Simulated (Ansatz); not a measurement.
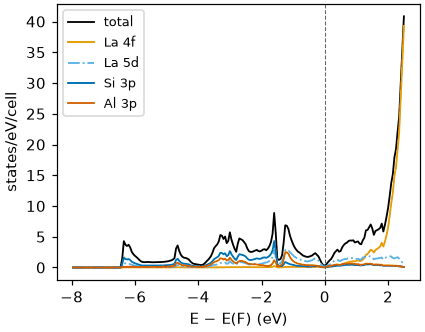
*Total and projected density of states of LaAlSi in space group I4_1md (No. 109; La on 4a, Al on 4a, Si on 4a), plane-wave PAW r²SCAN (Ansatz code)*

Q: Which orbitals carry the states next to the Fermi level?

A: Within 0.5 eV of the Fermi level: La 5d 52 %, Al 3p 17 %, Si 3p 11 %, La 4f 10 %. Projections are on Löwdin-orthogonalised atomic valence shells; empty p or d shells of many metals are not among them.

Q: Where is the tallest occupied peak in this window, and what makes it?

A: Near -1.6 eV, about 8.9 states/eV per cell; the largest projected share is Si 3p.

The first step of the workflow began from a Materials Project structure, measured or hypothetical; the Crystallography Open Database copy checked does not list it. With Al and Si taken as one species the cell has the higher symmetry I4_1/amd, so it may be an ordered model of a mixed-site phase. Whether it is the stable phase at ambient conditions was not checked. The r²SCAN relaxation kept the symmetry of its start; its stability against distortions is not shown here. Spin–orbit coupling is left out wherever it is not named.

Potentials: the earlier of the program's two PAW sets.
